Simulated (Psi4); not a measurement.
# SiNH3 (SMILES [N][SiH3]) at UPBE/def2-TZVP (Cholesky decomposition, cholesky tolerance 1e-05, sweep point 7)

What is the vertical electron affinity of SiNH3 at UPBE/def2-TZVP (Cholesky decomposition, cholesky tolerance 1e-05, sweep point 7)? 

The results are computed with Psi4 1.11.

## (1) The structure to begin with

SiNH3: 5 atoms, total charge 0, spin state triplet. As SMILES, `[N][SiH3]`. The shape is that of a GFN2-xTB optimisation.

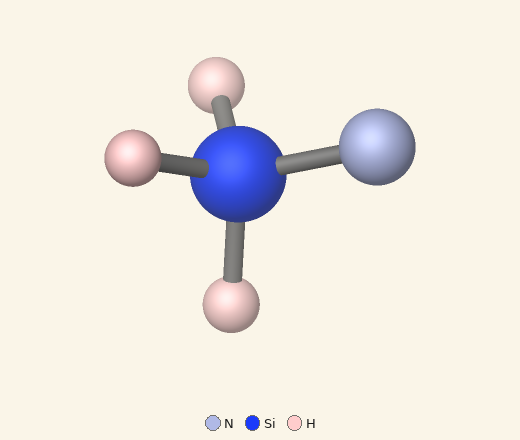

Viewed from a chosen angle; nitrogen light blue, silicon blue, hydrogen pink.

## (2) A single-point energy at UPBE/def2-TZVP (Cholesky decomposition, cholesky tolerance 1e-05, sweep point 7)

Input file job.inp:

```
memory 1.6 GB

molecule {
  0 3
  N     -2.90380985     0.63179214     0.90614257
  Si     0.01935080    -0.00442196    -0.00721875
  H      0.12273771    -0.59186222    -2.73139124
  H      1.04898697    -2.19771369     1.37422774
  H      1.71273438     2.16220573     0.45823969
  units bohr
  symmetry c1
}

set globals {
  basis def2-TZVP
  reference uks
  puream true
  scf_type cd
  dft_radial_points 99
  dft_spherical_points 590
  cholesky_tolerance 1e-05
  maxiter 150
}

result = energy('pbe')
```

The run is started by

```sh
$ psi4 job.inp job.out -n 1
```

job.out:

```text
[...]
  Running in c1 symmetry.
[...]
  Nuclear repulsion =   51.355040895474829
[...]
  Multiplicity = 3
[...]
  Nalpha       = 13
  Nbeta        = 11
[...]
    Number of basis functions: 86
[...]
   @UKS iter   1:  -345.54755126845276   -2.65450e-01   7.06462e-03 DIIS/ADIIS
[...]
   @UKS iter   9:  -345.72187159442774   -2.95361e-08   2.66994e-07 DIIS
[...]
   @S^2 Observed:                2.005710604E+00
[...]
    Orbital Energies [Eh]
    ---------------------
    Alpha Occupied:
       1A    -65.404294     2A    -14.040646     3A     -5.058034
       4A     -3.467517     5A     -3.467289     6A     -3.467287
       7A     -0.759632     8A     -0.479297     9A     -0.355230
      10A     -0.355213    11A     -0.298811    12A     -0.275132
      13A     -0.275046
    Alpha Virtual:
      14A     -0.019075    15A      0.025937    16A      0.026117
      17A      0.038841    18A      0.130185    19A      0.130196
      20A      0.171275    21A      0.194997    22A      0.195238
      23A      0.212389    24A      0.257588    25A      0.257628
[...]
  @UKS Final Energy:  -345.72187159442774
   => Energetics <=
    Nuclear Repulsion Energy =             51.3550408954748292
    One-Electron Energy =                -579.1304070389255685
    Two-Electron Energy =                 210.7218338470084404
    DFT Exchange-Correlation Energy =     -28.6683392979855007
    Empirical Dispersion Energy =           0.0000000000000000
    VV10 Nonlocal Energy =                  0.0000000000000000
    Total Energy =                       -345.7218715944277392
[...]
 Multipole Moments:
 ------------------------------------------------------------------------------------
     Multipole            Electronic (a.u.)      Nuclear  (a.u.)        Total (a.u.)
 ------------------------------------------------------------------------------------
 L = 1.  Multiply by 2.5417464519 to convert [e a0] to [Debye]
 Dipole X            :         -2.0619626            2.6745596            0.6125970
 Dipole Y            :          0.4481130           -0.5816206           -0.1335077
 Dipole Z            :          0.6404096           -0.8329727           -0.1925631
 Magnitude           :                                                    0.6558810
[...]
```

Wall time 18 s (1 thread of Intel Xeon Platinum 8259CL at 2.50GHz (Skylake/Cascade Lake), shared host); peak memory 0.87 GiB.

## (3) The doublet anion, same level

Input file input.inp:

```
memory 1600 MB

molecule geom {
  -1 2
  N     -2.90380985     0.63179214     0.90614257
  Si     0.01935080    -0.00442196    -0.00721875
  H      0.12273771    -0.59186222    -2.73139124
  H      1.04898697    -2.19771369     1.37422774
  H      1.71273438     2.16220573     0.45823969
  units bohr
  symmetry c1
}

set globals {
  basis def2-TZVP
  reference uks
  puream true
  scf_type cd
  dft_radial_points 99
  dft_spherical_points 590
  cholesky_tolerance 1e-05
  maxiter 150
}

e_tot = energy('pbe')
```

The run is started by

```sh
$ psi4 -i input.inp -o input.out -n 1
```

input.out:

```text
[...]
  Running in c1 symmetry.
[...]
  Nuclear repulsion =   51.355040895474829
[...]
  Multiplicity = 2
[...]
  Nalpha       = 13
  Nbeta        = 12
[...]
    Number of basis functions: 86
[...]
   @UKS iter   1:  -345.29742646035396   -1.53254e-02   1.12470e-02 ADIIS/DIIS
[...]
   @UKS iter  11:  -345.77571193902634   -9.08324e-09   4.42373e-07 DIIS
[...]
   @S^2 Observed:                7.530918303E-01
[...]
    Orbital Energies [Eh]
    ---------------------
    Alpha Occupied:
       1A    -65.156261     2A    -13.697798     3A     -4.806323
       4A     -3.217406     5A     -3.216068     6A     -3.214139
       7A     -0.428861     8A     -0.235002     9A     -0.114298
      10A     -0.102472    11A     -0.001407    12A      0.016183
      13A      0.060163
    Alpha Virtual:
      14A      0.189245    15A      0.230380    16A      0.236136
      17A      0.241610    18A      0.319194    19A      0.324943
      20A      0.381701    21A      0.424822    22A      0.427343
      23A      0.431170    24A      0.464880    25A      0.476752
[...]
  @UKS Final Energy:  -345.77571193902634
   => Energetics <=
    Nuclear Repulsion Energy =             51.3550408954748292
    One-Electron Energy =                -585.5773434427160282
    Two-Electron Energy =                 217.3588857073378904
    DFT Exchange-Correlation Energy =     -28.9122950991230425
    Empirical Dispersion Energy =           0.0000000000000000
    VV10 Nonlocal Energy =                  0.0000000000000000
    Total Energy =                       -345.7757119390263369
[...]
 Multipole Moments:
 ------------------------------------------------------------------------------------
     Multipole            Electronic (a.u.)      Nuclear  (a.u.)        Total (a.u.)
 ------------------------------------------------------------------------------------
 L = 1.  Multiply by 2.5417464519 to convert [e a0] to [Debye]
 Dipole X            :         -1.7088322            2.6745596            0.9657273
 Dipole Y            :          0.3770329           -0.5816206           -0.2045877
 Dipole Z            :          0.5761438           -0.8329727           -0.2568289
 Magnitude           :                                                    1.0200228
[...]
```

Wall time 20 s (1 thread of Intel Xeon Platinum 8259CL at 2.50GHz (Skylake/Cascade Lake), shared host); peak memory 0.87 GiB.

## (4) What came out

At UPBE/def2-TZVP (Cholesky decomposition, cholesky tolerance 1e-05, sweep point 7):

| quantity | value |
| --- | --- |
| triplet SiNH3: total energy | -345.72187 Eh |
| triplet SiNH3: dipole moment | 1.67 D |
| triplet SiNH3: HOMO energy (highest over α and β) | -7.26 eV |
| triplet SiNH3: LUMO energy (lowest over α and β) | -4.92 eV |
| triplet SiNH3: ⟨S²⟩ | 2.006 |
| doublet anion: total energy | -345.77571 Eh |
| doublet anion: HOMO energy (highest over α and β) | 2.02 eV |
| doublet anion: LUMO energy (lowest over α and β) | 2.57 eV |
| doublet anion: ⟨S²⟩ | 0.753 |
| vertical electron affinity (to the doublet anion) | 1.465 eV |

**Reading.** At fixed nuclei the extra electron is bound by 1.47 eV (34 kcal/mol). The basis has no diffuse functions, so the error can be as large as this value. The HOMO (doublet anion) lies at positive energy, 2.02 eV, as semi-local functionals often give for anions; only total energies tell whether the electron is bound.
